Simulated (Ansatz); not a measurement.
A series of calculations on Ge$_{2}$H$_{7}$F

### Relaxation

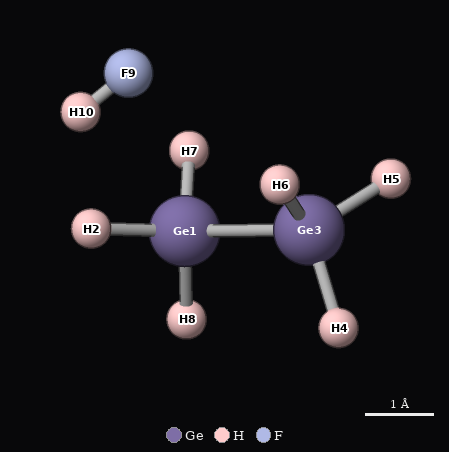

Starting structure of Ge2H7F. The picture is a ball-and-stick view, seen from a free direction.

The run prepares an end point of a later path (reaction) calculation, from a guessed geometry.

Method: Ansatz, RHF/def2-mTZVP.

The input:
```yaml
crystal:
  periodic: [false, false, false]
  atoms:
    - { symbol: Ge, position_ang: [-0.002863, -0.145165, -0.060404] }
    - { symbol: H, position_ang: [-0.02015, -0.139076, 1.487795] }
    - { symbol: Ge, position_ang: [2.296518, -0.152153, -0.919982] }
    - { symbol: H, position_ang: [2.739899, -1.59913, -1.191763] }
    - { symbol: H, position_ang: [2.359399, 0.6294, -2.240222] }
    - { symbol: H, position_ang: [3.263116, 0.478276, 0.085946] }
    - { symbol: H, position_ang: [-0.803581, 1.065, -0.545565] }
    - { symbol: H, position_ang: [-0.741435, -1.422077, -0.496132] }
    - { symbol: F, position_ang: [0.988833, 2.134262, 1.422151] }
    - { symbol: H, position_ang: [0.572663, 1.557563, 1.993875] }
basis:
  gaussian: { orbitals: def2-mTZVP }
hamiltonian:
  xc: hf
relax:
  f_tol: 0.03
  max_steps: 50
```

Command:
```bash
ansatz run input.yaml --threads 2 --pin off --max-ram 3072MiB --backend cpu --events-out ev --progress --plain --runs-dir out
```

Where does the relaxation end?

Answer. The largest move after the best rigid fit is that of H10, 1.13 Å. Largest moves by element: H 1.13 Å, F 0.56 Å, Ge 0.26 Å. Some distances before and after: Ge1–H2 1.548 → 1.537 Å, F9–H10 0.912 → 0.906 Å, Ge1–H7 1.530 → 1.535 Å. Groups turn about Ge1–Ge3 by about 25°. After 16 accepted moves (20 points after the start) the energy has fallen by 3.92 kcal/mol. The largest force component goes from 0.41 to 0.01 eV/Å. The line search rejected the trial steps at points 6, 11, 13, 19 of the run. The forces were under the threshold at step 7, but the run went on from there.

Step by step:

| step | E − E(0), kcal/mol | largest force component, eV/Å | note |
| --- | --- | --- | --- |
| 0 | 0.00 | 0.4065 |  |
| 1 | -2.21 | 0.3677 |  |
| 2 | -3.03 | 0.3515 |  |
| 3 | -3.35 | 0.1764 |  |
| 4 | -3.45 | 0.5097 |  |
| 5 | -3.52 | 0.4649 |  |
| 6 | -2.85 | 0.3953 | rejected |
| 7 | -3.68 | 0.0255 |  |
| 8 | -3.70 | 0.2289 |  |
| 9 | -3.71 | 0.4108 |  |
| 10 | -3.79 | 0.0622 |  |
| 11 | -3.68 | 0.2062 | rejected |
| 12 | -3.81 | 0.0210 |  |
| 13 | -3.79 | 0.4639 | rejected |
| 14 | -3.83 | 0.0735 |  |
| 15 | -3.84 | 0.2023 |  |
| 16 | -3.85 | 0.2485 |  |
| 17 | -3.89 | 0.0061 |  |
| 18 | -3.91 | 0.0430 |  |
| 19 | -3.81 | 0.4110 | rejected |
| 20 | -3.92 | 0.0105 |  |

Final geometry:

```xyz
10

Ge   -0.0364   -0.3549   -0.2068
H    -0.0807   -0.7420    1.2798
Ge    2.2757   -0.2508   -1.0147
H     2.8865   -1.6622   -1.0231
H     2.3047    0.2937   -2.4520
H     3.1364    0.6528   -0.1240
H    -0.7478    0.9940   -0.3859
H    -0.8178   -1.4178   -0.9992
F     1.1712    2.3556    1.9089
H     0.5606    2.5385    2.5526
```

After the run, drawn alike:

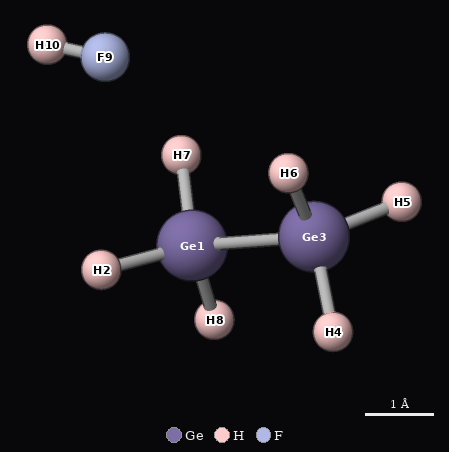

Limits of the set-up: Hartree-Fock leaves out electron correlation.

### Relaxation

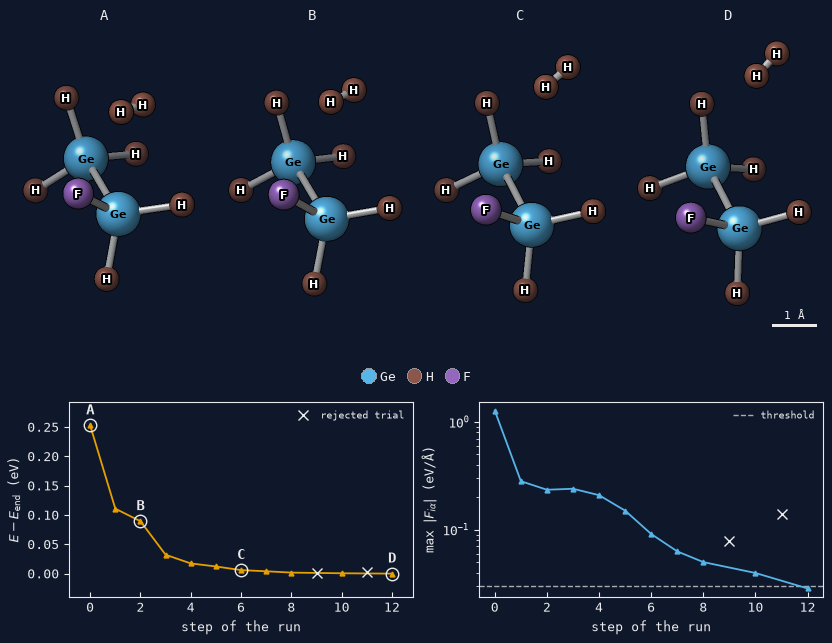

Frames of a relaxation of Ge$_{2}$H$_{7}$F, marked on the history of the run. A ball-and-stick model, seen from a free direction.

The run prepares an end point of a later path (reaction) calculation, from a guessed geometry.

Theory: Ansatz, RHF/def2-mTZVP.

The input:
```yaml
crystal:
  periodic: [false, false, false]
  atoms:
    - { symbol: Ge, position_ang: [-0.013185, 0.460287, -0.385435] }
    - { symbol: H, position_ang: [0.791937, -0.160928, 2.182691] }
    - { symbol: Ge, position_ang: [2.346051, -0.022099, -0.880977] }
    - { symbol: H, position_ang: [2.481024, -1.496516, -1.28963] }
    - { symbol: H, position_ang: [2.813489, 0.857007, -2.048305] }
    - { symbol: H, position_ang: [3.224474, 0.246322, 0.345052] }
    - { symbol: H, position_ang: [-0.771112, 0.952333, -1.62781] }
    - { symbol: H, position_ang: [-0.775243, -0.709049, 0.24393] }
    - { symbol: F, position_ang: [-0.086713, 1.763023, 0.714023] }
    - { symbol: H, position_ang: [0.641678, 0.516519, 2.282162] }
basis:
  gaussian: { orbitals: def2-mTZVP }
hamiltonian:
  xc: hf
relax:
  f_tol: 0.03
  max_steps: 50
output:
  orbitals: {}
```

Launched with:
```bash
ansatz run input.yaml --threads 2 --pin off --max-ram 3072MiB --backend cpu --events-out ev --progress --plain --runs-dir out
```

Question: Describe the path.

Answer: Over 10 accepted moves (12 points after the start) the energy falls by 0.253 eV. The largest force component goes from 1.3 to 0.028 eV/Å. The line search rejected the trial steps at points 9, 11 of the run. The largest move after the best rigid fit is that of H2, 1.43 Å. Largest moves by element: H 1.43 Å, F 0.68 Å, Ge 0.41 Å. Near-neighbour distances that change, for instance: H2–H10 0.701 → 0.733 Å, Ge1–F9 1.706 → 1.731 Å, Ge1–Ge3 2.459 → 2.453 Å. Groups turn about Ge1–Ge3 by about 20°. Cost: 31 s on 2 threads of Arm Neoverse V1, with other jobs on the host, peak memory 0.26 GiB. From step 0 to 2: H2 moves most (0.39 Å), energy −0.163 eV. From step 2 to 6: H2 moves most (0.63 Å), energy −0.083 eV. From step 6 to 12: H2 moves most (0.43 Å), energy −0.006 eV.

Limits of the set-up: Hartree-Fock leaves out electron correlation.

### Path

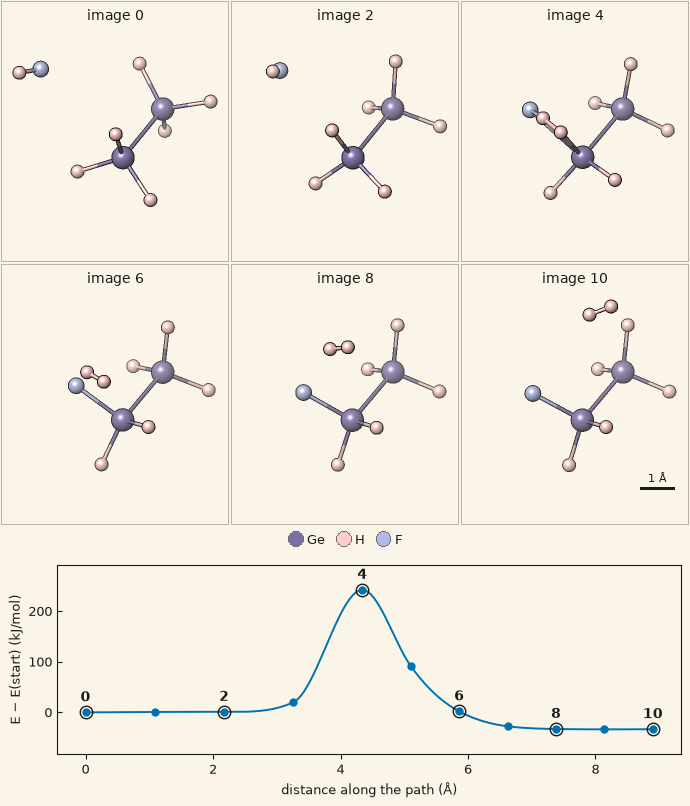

A nudged-elastic-band calculation for Ge$_{2}$H$_{7}$F, made up at the start of Ge₂H₆ and HF. Images are numbered from 0 (start) to 10 (end). The picture is a ball-and-stick view, seen at a tilt.

Method: Ansatz 0.2.0, RHF/def2-mTZVP. Run with 9 movable images; climbing image; force threshold 0.05 eV/Å; iteration limit 60; starting path through a guess of the saddle point.

> Read off the barrier and say what moves.

Breaking: F–H (0.91 → 3.72 Å), Ge–H (1.54 → 4.57 Å). Forming: F–Ge (3.64 → 1.73 Å), H–H (3.58 → 0.73 Å). The energy climbs by 242.1 kJ/mol to image 4 and then falls by 275.4 kJ/mol, so the end point sits at −33.3 kJ/mol. The band is converged. At the top, the vibrational analysis gives one imaginary mode (1586i cm⁻¹), as a transition state must have.

Limits of the set-up: the start holds two separate molecules, 3.3 Å apart at their closest, whose relative position is a soft coordinate and is computed without a dispersion correction; Hartree-Fock leaves out electron correlation.

The run took 17 min on 2 threads of Arm Neoverse V1 (shared host), peak memory 0.3 GiB.
